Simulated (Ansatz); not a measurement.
System: Ca3SiN2.

```
Ca Si N
1.0
     4.14052    0.00000    0.00000
     0.00000    4.14052    0.00000
     0.00000    0.00000   17.13097
Ca Si N
6 2 4
Direct
  0.00000 0.00000 0.31285
  0.50000 0.50000 0.81285
  0.50000 0.50000 0.18715
  0.00000 0.00000 0.68715
  0.00000 0.00000 0.00000
  0.50000 0.50000 0.50000
  0.50000 0.50000 0.00000
  0.00000 0.00000 0.50000
  0.50000 0.00000 0.25000
  0.00000 0.50000 0.75000
  0.00000 0.50000 0.25000
  0.50000 0.00000 0.75000
```

Space group I4/mmm; a structure generated by program, which may or may not match a known phase; the program warned that a starting moment wasn't kept; spin-polarised, but the moments vanished.

Theory: Ansatz, DFT PBE, scalar-relativistic, plane waves, PAW.

Predict the valence pseudo-density and electron localisation function between the atoms.

Ca–N (2.33 Å): ρ is about 0.3 e/Å³ halfway; the ELF peaks at about 0.80 in the valence shell of N, 0.7 Å from its nucleus, and is about 0.10 at the midpoint: no localised pair shows between them.
Ca–Si (3.21 Å): ρ at the midpoint is about 0.12 e/Å³, with its minimum of 0.1 e/Å³ about 1.4 Å from Ca; the ELF peaks at about 0.85 in the valence shell of Si, 1.0 Å from its nucleus, and drops to about 0.05 between the two atoms.

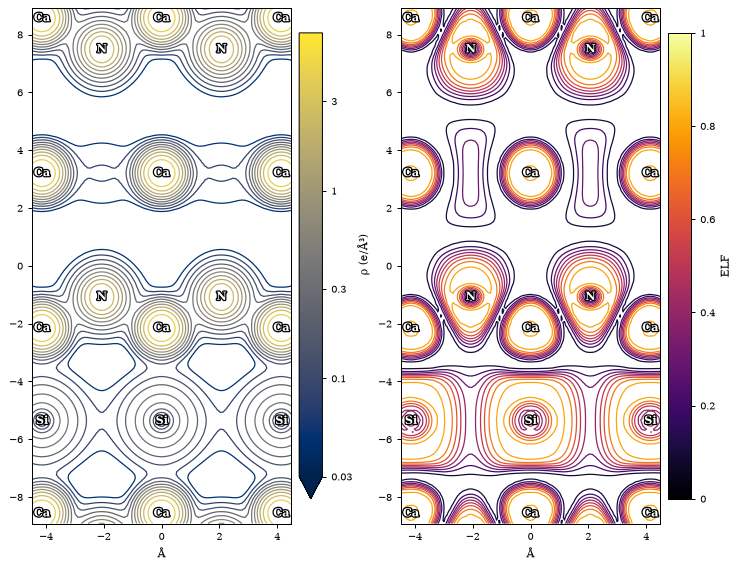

Computed valence pseudo-density and electron localisation function on the (100) plane of the conventional cell, in this order. 

In a PAW calculation such maps are meaningful between the atoms, not at the nuclei.
